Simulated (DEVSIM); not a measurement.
System: Ni/La2O3/p-Ge capacitor, at 300 K.

```csv
layer (left to right),material,thickness (nm),Na (cm⁻³)
1,La2O3,8.30,-
2,Ge,4300,9.5e15
```

Metal gate on the left, work function 5.1 eV. Fixed charge at the semiconductor interface 1.5e12 cm⁻² (in units of +e); no interface traps.

The device is made up for the run: typed textbook-type constants, with dimensions and the other settings drawn at random. Values at 300 K.

```tsv
parameter	La2O3	Ge
gap (eV)	5.8	0.664
affinity (eV)	1.8	4
permittivity	27	16
Nc (cm⁻³)	-	1.04e19
Nv (cm⁻³)	-	6e18
```

Simulated with DEVSIM: 1D Poisson equation in equilibrium, Boltzmann statistics, complete ionisation; no quantum confinement or tunnelling. Metal contacts follow the ideal Schottky-Mott rule: no Fermi-level pinning, no interface dipoles.

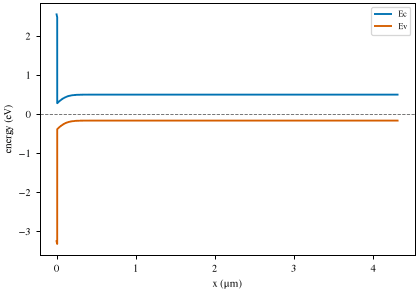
Band edges at 0.75 V on the gate

Energies count from the Fermi level of the right contact; mesh points crowd at the junctions.

| x (μm) | Ec (eV) | Ev (eV) | n (cm⁻³) | p (cm⁻³) | field (V/cm) |
|---|---|---|---|---|---|
| 0.000 | 2.550 | -3.250 | < 1e2 | < 1e2 | -88000 |
| 0.001286 | 2.539 | -3.261 | < 1e2 | < 1e2 | -88000 |
| 0.003586 | 2.518 | -3.282 | < 1e2 | < 1e2 | -88000 |
| 0.006282 | 2.494 | -3.305 | < 1e2 | < 1e2 | -88000 |
| 0.008250 | 2.477 | -3.323 | < 1e2 | < 1e2 | -88000 |
| 0.009585 | 0.279 | -0.385 | 2.1e14 | 2.1e12 | 20000 |
| 0.01265 | 0.285 | -0.379 | 1.7e14 | 2.6e12 | 20000 |
| 0.02345 | 0.306 | -0.358 | 7.4e13 | 5.9e12 | 19000 |
| 0.04392 | 0.343 | -0.321 | 1.8e13 | 2.4e13 | 17000 |
| 0.09009 | 0.408 | -0.256 | 1.4e12 | 3.0e14 | 12000 |
| 0.1942 | 0.480 | -0.184 | 8.8e10 | 5.0e15 | 3100 |
| 0.5603 | 0.497 | -0.167 | 4.6e10 | 9.5e15 | ≈ 0 |
| 1.255 | 0.497 | -0.167 | 4.6e10 | 9.5e15 | ≈ 0 |
| 2.612 | 0.497 | -0.167 | 4.6e10 | 9.5e15 | ≈ 0 |
| 3.736 | 0.497 | -0.167 | 4.6e10 | 9.5e15 | ≈ 0 |
| 4.055 | 0.497 | -0.167 | 4.6e10 | 9.5e15 | ≈ 0 |
| 4.197 | 0.497 | -0.167 | 4.6e10 | 9.5e15 | ≈ 0 |
| 4.259 | 0.497 | -0.167 | 4.6e10 | 9.5e15 | ≈ 0 |
| 4.293 | 0.497 | -0.167 | 4.6e10 | 9.5e15 | ≈ 0 |
| 4.302 | 0.497 | -0.167 | 4.6e10 | 9.5e15 | ≈ 0 |
| 4.306 | 0.497 | -0.167 | 4.6e10 | 9.5e15 | ≈ 0 |
| 4.308 | 0.497 | -0.167 | 4.6e10 | 9.5e15 | ≈ 0 |
